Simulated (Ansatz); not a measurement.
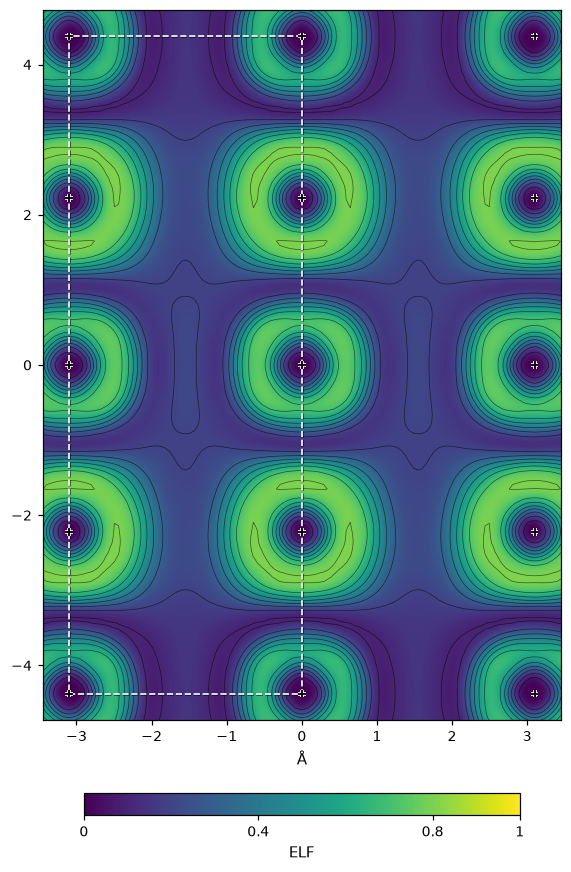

The ELF on a plane through atoms (crosses mark nuclei in the plane).

Computed with Ansatz 0.2.0, DFT PBE, scalar-relativistic, plane waves, PAW.

Candidates:
A. Ta3TiN4, a = 3.10 Å, b = 3.10 Å, c = 8.75 Å, α = 90.00°, β = 90.00°, γ = 90.00°. Space group P4/mmm; a structure generated by program, which may or may not match a known phase; computed without spin polarisation.
B. Mn4W, a = 4.11 Å, b = 4.11 Å, c = 4.11 Å, α = 90.00°, β = 90.00°, γ = 90.00°. Space group Pm-3m; a structure generated by program, which may or may not match a known phase; spin-polarised.
C. TaSi, a = 3.43 Å, b = 3.43 Å, c = 6.70 Å, α = 90.00°, β = 90.00°, γ = 120.00°. Space group P-3m1; a structure generated by program, which may or may not match a known phase.

> Which system is this?

Candidate A: Ta3TiN4 on the (010) plane of the conventional cell, which holds Ti, Ta and N. Ti–N (2.15 Å): the ELF peaks at about 0.80 in the valence shell of N, 0.6 Å from its nucleus, and is about 0.15 at the midpoint (no shared electron pair shows on this line). Ta–Ta (3.10 Å): the ELF is about 0.20 at the midpoint: no localised pair shows between them.
